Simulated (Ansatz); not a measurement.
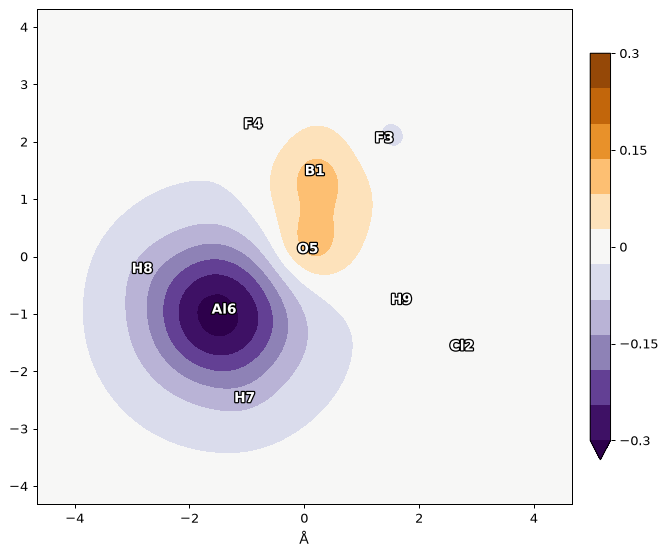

*AlBF2H2O···HCl. The LUMO on a plane 0.8 Å above the molecular plane (values in Å⁻³ᐟ²; the overall sign is arbitrary).*

All numbers below come from RKS PBE/cc-pVDZ in Ansatz 0.2.0.

The calculation's input:

```
crystal:
  periodic: [false, false, false]
  atoms:
    - { symbol: B, position_ang: [-0.074919, -0.32736, -0.379379] }
    - { symbol: Cl, position_ang: [0.062884, -0.191578, 2.680287] }
    - { symbol: F, position_ang: [0.944311, 0.541786, -0.45892] }
    - { symbol: F, position_ang: [-1.319671, 0.141227, -0.604203] }
    - { symbol: O, position_ang: [0.173251, -1.667193, -0.132791] }
    - { symbol: Al, position_ang: [-0.868951, -3.084716, -0.396346] }
    - { symbol: H, position_ang: [-0.395389, -4.365755, 0.427365] }
    - { symbol: H, position_ang: [-2.070022, -2.980408, -1.44393] }
    - { symbol: H, position_ang: [0.724905, -1.078703, 1.922118] }
basis:
  gaussian: { orbitals: cc-pVDZ }
hamiltonian:
  xc: pbe
relax:
  f_tol: 0.03
  max_steps: 50
output:
  orbitals: {}
```

Run with:

```sh
ansatz run input.yaml --threads 2 --pin off --max-ram 3072MiB --backend cpu --events-out ev --progress --plain --runs-dir out
```

The fields are those of the run's last geometry, not of the input's.

> Describe this orbital and give its energy.

Its weight (Hirshfeld) is mainly on Al6 (about 80 %); it changes sign across the molecular plane (π type). Its energy is −2.81 eV.
